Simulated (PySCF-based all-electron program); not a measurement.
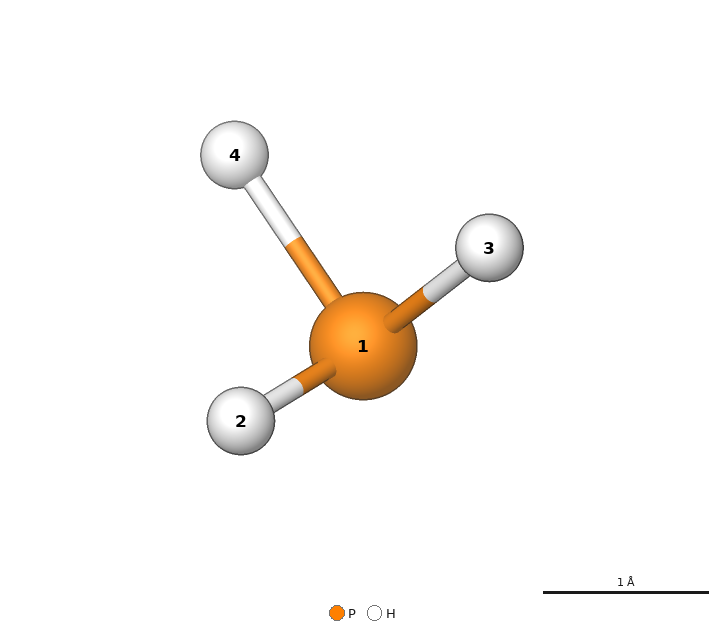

Figure made from data computed with PySCF-based all-electron program.

Geometry: a fixed input geometry, not necessarily a minimum.

Question: What is the geometry at P1?

Answer: P1 has 3 neighbours (H2 at 1.14, H3 at 1.42, H4 at 1.42 Å); the arrangement is trigonal pyramidal.
